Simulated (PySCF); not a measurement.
# HfFCl: triplet, from a linear start

Aim: relax HfFCl as a triplet from a linear start, check by its vibrations whether the end is a minimum, and collect its spectrum and constants.

The runs use PySCF 2.14.0; PBE0, basis Hf def2-TZVP with ECP60, F def2-TZVP, Cl def2-TZVP, scalar-relativistic core potentials, no spin–orbit coupling, density fitting.

**1. Starting geometry**

3 atoms, charge 0, spin multiplicity 3.

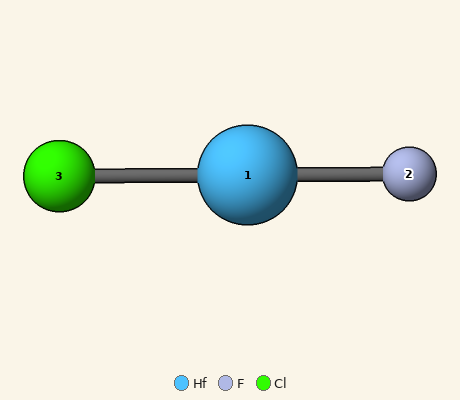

The starting geometry (hafnium blue, fluorine light blue, chlorine green); atoms are numbered from 1 in the order of the file.

Z-matrix (Å, degrees; charge 0 multiplicity 3):
```
Hf
F  1 2.1600
Cl 1 2.5100 2 180.00
```

**2. The SCF at the typed geometry**

The steps below are one call of a driver around PySCF. For each, scf.py gives the equivalent set-up of the SCF; relaxations use the driver's own optimiser. After this first run the driver tries any further starts and a stability analysis.

The input, scf.py:

```python
from pyscf import gto, scf, dft
mol = gto.M(atom='''
Hf     0.000000     0.000000     0.000000
F      0.000000     0.000000    -2.160000
Cl     0.000000     0.000000     2.510000''',
    basis={'Hf': 'def2-TZVP', 'F': 'def2-TZVP', 'Cl': 'def2-TZVP'},
    ecp={'Hf': 'def2-TZVP'},
    charge=0, spin=2)
mf = dft.UKS(mol, xc='PBE0')
mf.grids.atom_grid = (50, 194)
aux = {'Hf': 'def2-universal-JKFIT', 'F': 'def2-universal-JKFIT', 'Cl': 'def2-universal-JKFIT'}
mf = mf.density_fit(auxbasis=aux)
mf.conv_tol = 1e-08
mf.diis_space = 10
mf.max_cycle = 60
mf.init_guess = 'minao'
mf.verbose = 4
mf.kernel()
```

Run with:

```bash
$ OMP_NUM_THREADS=4 python axn.py task.json out
```

The program printed:

```text
init E= -589.75090833227
[... the frontier-level lines of each cycle are left out ...]
cycle= 1 E= -607.830870169671  delta_E= -18.1  |g|= 0.482  |ddm|= 3.64
cycle= 2 E= -607.472065899553  delta_E= 0.359  |g|= 1.14  |ddm|= 0.768
cycle= 3 E= -607.907568797217  delta_E= -0.436  |g|= 0.105  |ddm|= 0.545
cycle= 4 E= -607.912872267678  delta_E= -0.0053  |g|= 0.0384  |ddm|= 0.158
cycle= 5 E= -607.913484898282  delta_E= -0.000613  |g|= 0.00864  |ddm|= 0.0322
cycle= 6 E= -607.913516247289  delta_E= -3.13e-05  |g|= 0.00325  |ddm|= 0.00796
cycle= 7 E= -607.913521886481  delta_E= -5.64e-06  |g|= 0.000891  |ddm|= 0.00413
cycle= 8 E= -607.913522549196  delta_E= -6.63e-07  |g|= 0.000368  |ddm|= 0.0016
cycle= 9 E= -607.913522660611  delta_E= -1.11e-07  |g|= 8.04e-05  |ddm|= 0.000572
cycle= 10 E= -607.913522668867  delta_E= -8.26e-09  |g|= 2.92e-05  |ddm|= 0.000171
Extra cycle  E= -607.913522668777  delta_E= 8.98e-11  |g|= 4.25e-05  |ddm|= 4.56e-05
converged SCF energy = -607.913522668777  <S^2> = 2.0039734  2S+1 = 3.0026478
```

This step, with its further starts and checks, needed 13 s of wall time on 4 threads of Arm Neoverse V2, shared host.

The starts that the driver tried:

```tsv
start	energy (Eh)
the minimal-basis guess	-607.913523
a thermally smeared density	-607.913521
a smeared PBE density	-607.913523
```

No lower solution of this spin turned up from the other starts or in the test of internal stability.

**3. Relaxation: linear start, triplet**

The program finds C∞v symmetry in the start, which this walk keeps. The walk stops when the largest gradient is under 0.0003 Eh/bohr and the energy has settled too.

Edit scf.py of step 2 so:

```diff
@@ -3,3 +3,3 @@
-Hf     0.000000     0.000000     0.000000
-F      0.000000     0.000000    -2.160000
-Cl     0.000000     0.000000     2.510000''',
+Hf     0.000000    -0.000000    -0.199797
+F      0.000000    -0.000000    -2.359797
+Cl     0.000000     0.000000     2.310203''',
@@ -16 +15,0 @@
-mf.init_guess = 'minao'
```

Energy and gradient, step by step:

```tsv
step	energy (Eh)	change (kJ/mol)	largest symmetric gradient (Eh/bohr)
0	-607.913523	0.00	0.06813
1	-607.933866	-53.41	0.03311
2	-607.935323	-57.24	0.03365
3	-607.937157	-62.05	0.00463
4	-607.937205	-62.18	0.00064
5	-607.937206	-62.18	0.00001
```

The walk took 12 s.

Positions (Å) and forces (eV/Å) along the way:

```
step 0
Hf   0.000   0.000  -0.200   0.000   0.000  -1.710
F    0.000   0.000  -2.360   0.000   0.000   3.503
Cl   0.000   0.000   2.310   0.000   0.000  -1.793
step 1
Hf   0.000   0.000  -0.225   0.000   0.000  -0.939
F    0.000   0.000  -2.224   0.000   0.000   1.703
Cl   0.000   0.000   2.200   0.000   0.000  -0.764
step 3
Hf   0.000   0.000  -0.234   0.000   0.000  -0.156
F    0.000   0.000  -2.163   0.000   0.000   0.238
Cl   0.000   0.000   2.147   0.000   0.000  -0.083
step 5
Hf   0.000   0.000  -0.235   0.000   0.000   0.000
F    0.000   0.000  -2.155   0.000   0.000  -0.001
Cl   0.000   0.000   2.141   0.000   0.000   0.000
```

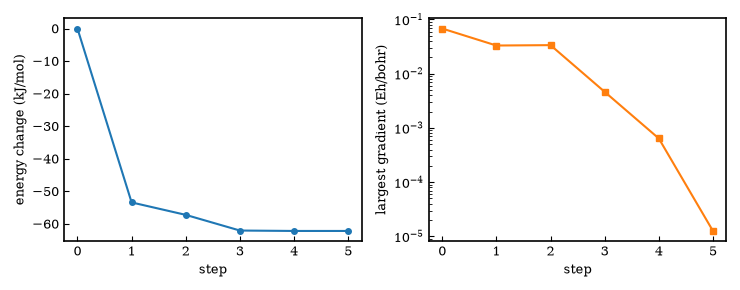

Energy and largest gradient along the walk.

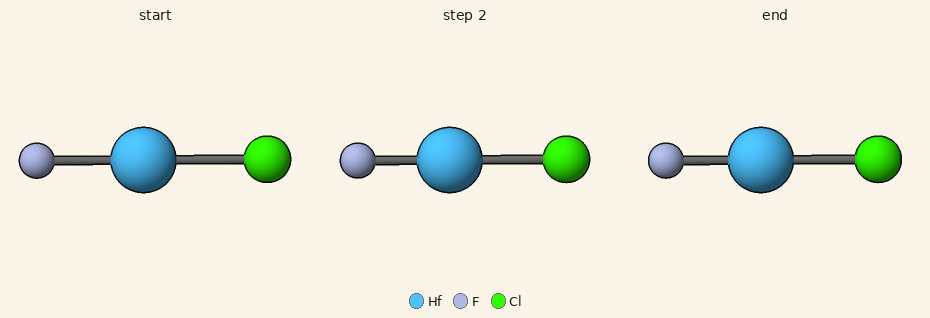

The geometry along the walk, at one scale.

End point (C∞v, 5 steps, 62.2 kJ/mol gained): Hf–Cl 2.377 Å, Hf–F 1.920 Å; Cl–Hf–F 180.0°.

**4. Vibrations and properties at this point**

On the finer grid the gradient is checked again; gradients at displacements of ±0.02 bohr then give force constants and infrared intensities.

Edit scf.py of step 3 so:

```diff
@@ -3,3 +3,3 @@
-Hf     0.000000    -0.000000    -0.199797
-F      0.000000    -0.000000    -2.359797
-Cl     0.000000     0.000000     2.310203''',
+Hf     0.000000     0.000000    -0.199431
+F      0.000000     0.000000    -2.119241
+Cl     0.000000    -0.000000     2.177395''',
@@ -10 +10 @@
-mf.grids.atom_grid = (50, 194)
+mf.grids.atom_grid = (75, 302)
@@ -13 +13 @@
-mf.conv_tol = 1e-08
+mf.conv_tol = 1e-10
```

This SCF starts from the last density.

Log of the central SCF (cycles and frontier levels):

```text
init E= -607.937341336774
[... the frontier-level lines of each cycle are left out ...]
cycle= 1 E= -607.937341336771  delta_E= 2.96e-12  |g|= 3.83e-06  |ddm|= 2.98e-06
Extra cycle  E= -607.93734133676  delta_E= 1.09e-11  |g|= 7.11e-06  |ddm|= 5.16e-06
converged SCF energy = -607.93734133676  <S^2> = 2.0036353  2S+1 = 3.0024225
```

The whole step took 32 s.

Geometry: C∞v; Hf–Cl 2.377 Å, Hf–F 1.920 Å; Cl–Hf–F 180.0°.

Harmonic modes (main isotopes):

```tsv
symmetry	ω (cm⁻¹)	IR (km/mol)	μ (u)	type
π	50i	8.3	26.27	bend
σ+	353	55.8	39.50	stretch
σ+	620	138	20.55	stretch
```

With 2 modes imaginary (up to 50i cm⁻¹) this point is a saddle.

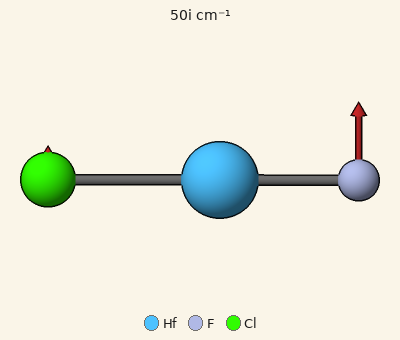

The imaginary mode, as arrows.

Properties at this point:

- Dipole moment: 0.54 D
- Highest occupied level: -5.53 eV
- Lowest empty level: -2.87 eV
- Rotational constants: 0.06527 cm⁻¹
- Zero-point energy (real modes): 5.8 kJ/mol
- Principal polarisabilities: 60.2, 66.1, 66.1 bohr³
- Atomisation energy without zero-point energy: 1106 kJ/mol
- Principal traceless quadrupole moments about the centre of mass: -13.74, 6.87, 6.87 D Å
- Spin squared ⟨S²⟩: 2.004

Populations by atom (charges in e):

```
atom  Mulliken  Löwdin  polar tensor  spin (Mulliken)  Mayer order to Hf1
 Hf1      0.86    0.31          1.17             2.07                   –
  F2     -0.45   -0.27         -0.63            -0.03                0.95
 Cl3     -0.41   -0.04         -0.54            -0.04                1.05
```

Outer orbital energies (eV). α occupied: -12.57, -11.78, -11.78, -9.83, -9.32, -9.32, -6.19, -5.53; empty: -2.46, -1.18, -1.18, -0.59. β occupied: -31.29, -22.15, -12.54, -11.80, -11.80, -9.80, -9.32, -9.32; empty: -2.87, -1.46, -1.00, -0.55.

Mulliken populations on Hf1 (outside its core potential): s 2.83, p 6.22, d 2.00, f 0.09.

**5. Downhill along the imaginary mode**

The atoms are moved a little along the softest imaginary mode and relaxed again.

The program finds Cs symmetry in the start, which this walk keeps. The walk stops when the largest gradient is under 0.0003 Eh/bohr and the energy has settled too.

Edit scf.py of step 4 so:

```diff
@@ -3,3 +3,3 @@
-Hf     0.000000     0.000000    -0.199431
-F      0.000000     0.000000    -2.119241
-Cl     0.000000    -0.000000     2.177395''',
+Hf    -0.005257     0.047423    -0.199396
+F      0.027543    -0.248478    -2.119207
+Cl     0.012087    -0.109040     2.177430''',
@@ -10 +10 @@
-mf.grids.atom_grid = (75, 302)
+mf.grids.atom_grid = (50, 194)
@@ -13 +13 @@
-mf.conv_tol = 1e-10
+mf.conv_tol = 1e-08
```

Energy and gradient, step by step:

```tsv
step	energy (Eh)	change (kJ/mol)	largest symmetric gradient (Eh/bohr)
0	-607.937300	0.00	0.01155
1	-607.937613	-0.82	0.00195
2	-607.937652	-0.93	0.00144
3	-607.937749	-1.18	0.00321
4	-607.937985	-1.80	0.01014
5	-607.938236	-2.46	0.00548
6	-607.938500	-3.15	0.00375
7	-607.938589	-3.39	0.00210
8	-607.938601	-3.42	0.00066
9	-607.938602	-3.42	0.00016
```

The walk took 26 s.

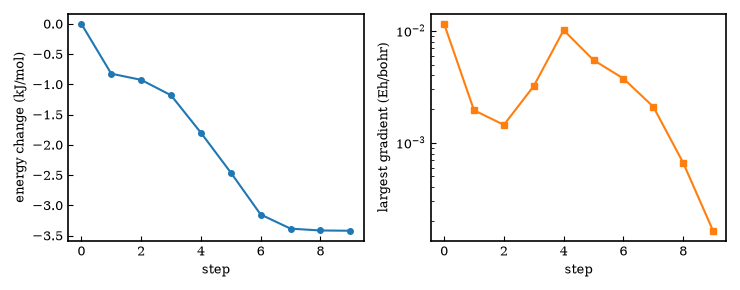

Energy and largest gradient along the walk.

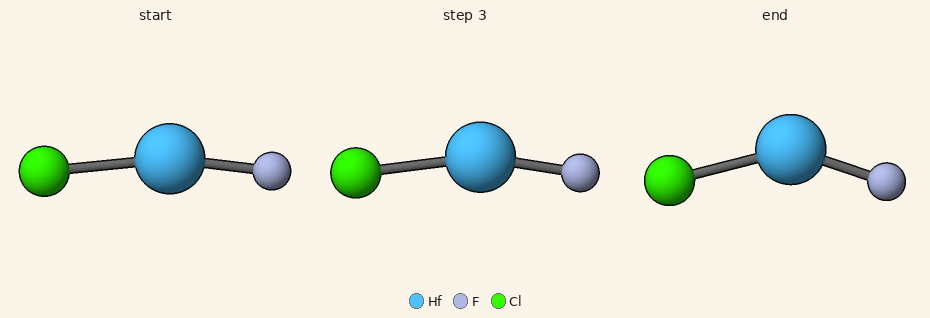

The geometry along the walk, at one scale.

After 9 steps and 3.4 kJ/mol it ends at Cs: Hf–Cl 2.364 Å, Hf–F 1.909 Å; Cl–Hf–F 147.1°.

**6. Is it a minimum? Harmonic modes**

As before: finer grid, then central differences.

Edit scf.py of step 5 so:

```diff
@@ -3,3 +3,3 @@
-Hf    -0.005257     0.047423    -0.199396
-F      0.027543    -0.248478    -2.119207
-Cl     0.012087    -0.109040     2.177430''',
+Hf    -0.014369     0.129629    -0.199981
+F      0.059284    -0.534824    -1.987464
+Cl     0.041710    -0.376281     2.108549''',
@@ -10 +10 @@
-mf.grids.atom_grid = (50, 194)
+mf.grids.atom_grid = (75, 302)
@@ -13 +13 @@
-mf.conv_tol = 1e-08
+mf.conv_tol = 1e-10
```

Log of the central SCF (cycles and frontier levels):

```text
init E= -607.93856414031
[... the frontier-level lines of each cycle are left out ...]
cycle= 1 E= -607.938564140328  delta_E= -1.75e-11  |g|= 1.81e-06  |ddm|= 7.6e-06
Extra cycle  E= -607.938564140347  delta_E= -1.96e-11  |g|= 2.09e-06  |ddm|= 7.62e-06
converged SCF energy = -607.938564140347  <S^2> = 2.0032686  2S+1 = 3.0021783
```

The whole step needed 47 s of wall time on 4 threads of Arm Neoverse V2, shared host.

Geometry: Cs; Hf–Cl 2.364 Å, Hf–F 1.908 Å; Cl–Hf–F 147.1°.

Harmonic modes (main isotopes):

```tsv
symmetry	ω (cm⁻¹)	IR (km/mol)	type
a'	66	1.7	bend
a'	359	49.9	stretch
a'	628	117	stretch
```

Every mode is real; the point is a minimum.

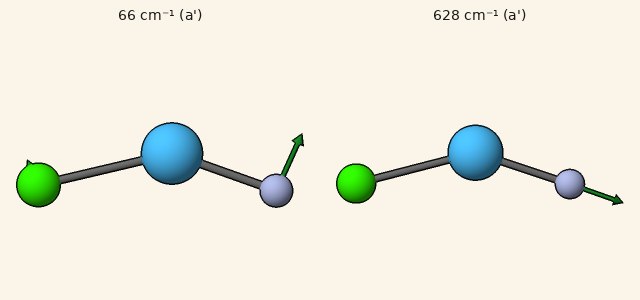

Displacements of 2 of the modes, as arrows (one member where a mode is degenerate).

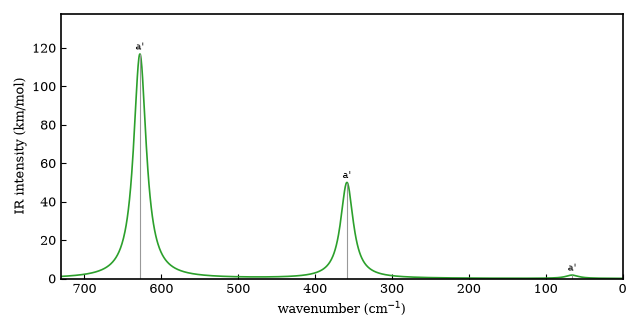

The harmonic infrared spectrum (widths in cm⁻¹). Lines are broadened to a width of 20 cm⁻¹ (Lorentzian).

Constants and moments:

```
Dipole moment                                                   : 1.15 D
Highest occupied level                                          : -5.34 eV
Lowest empty level                                              : -2.73 eV
Rotational constants                                            : 1.307, 0.07072, 0.06709 cm⁻¹
Zero-point energy                                               : 6.3 kJ/mol
Principal polarisabilities                                      : 57.3, 64.7, 69.6 bohr³
Atomisation energy without zero-point energy                    : 1109 kJ/mol
Principal traceless quadrupole moments about the centre of mass : -10.92, 4.41, 6.51 D Å
Entropy at 298.15 K and 1 bar (electronic part: spin only)      : 315.2 J/(mol K)
Heat capacity Cp at 298.15 K                                    : 52.1 J/(mol K)
Enthalpy at 298.15 K above 0 K                                  : 13.33 kJ/mol
Rotational symmetry number                                      : 1
Spin squared ⟨S²⟩                                               : 2.003
```

Populations by atom (charges in e):

```csv
atom,Mulliken,Löwdin,polar tensor,spin (Mulliken),Mayer order to Hf1
Hf1,0.83,0.27,1.06,2.06,–
F2,-0.43,-0.25,-0.57,-0.02,0.98
Cl3,-0.40,-0.02,-0.50,-0.03,1.07
```

Mulliken populations on Hf1 (outside its core potential): s 2.84, p 6.24, d 2.01, f 0.08.

**7. All stationary points**

| spin | group | bonds | imaginary modes (cm⁻¹) | ΔE (kJ/mol) | with zero-point energy |
| --- | --- | --- | --- | --- | --- |
| triplet | Cs | Hf–Cl 2.364 Å, Hf–F 1.908 Å | none | 0.0 | 0.0 |
| triplet | C∞v | Hf–Cl 2.377 Å, Hf–F 1.920 Å | 50i, 50i | 3.2 | – |

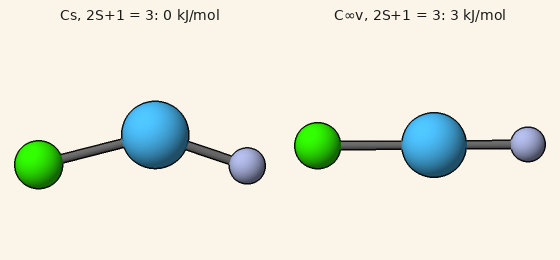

The points, lowest first (hafnium blue, fluorine light blue, chlorine green).

**8. Outcome**

| quantity | value |
| --- | --- |
| minimum | triplet, Cs |
| geometry | Hf–Cl 2.364 Å, Hf–F 1.908 Å; Cl–Hf–F 147.1° |
| wavenumbers (cm⁻¹) | 66 (a'), 359 (a'), 628 (a') |
| dipole moment | 1.15 D |
| highest occupied, lowest empty level (either spin) | -5.34, -2.73 eV |
| polar-tensor charge of Hf1 | +1.06 e |
| zero-point energy | 6.3 kJ/mol |
| entropy at 298.15 K | 315.2 J/(mol K) |
| atomisation energy (no zero-point energy) | 1109 kJ/mol |
| ⟨S²⟩ | 2.003 |

What this shows: From C∞v at the start the molecule goes to a Cs minimum, after a stop at a second-order saddle point 3.2 kJ/mol higher, from which it was pushed off along an imaginary mode. The strongest infrared band lies at 628 cm⁻¹ (a', stretch). Most of the spin sits on Hf1 (Mulliken spin 2.06, against 2 for the whole molecule). Only this shape and spin were tried, so other structures or states may lie lower. One determinant may miss the lowest occupation of an open d or f shell. With an element this heavy the missing spin–orbit coupling can shift these numbers.

The search up to here took 2.1 min.
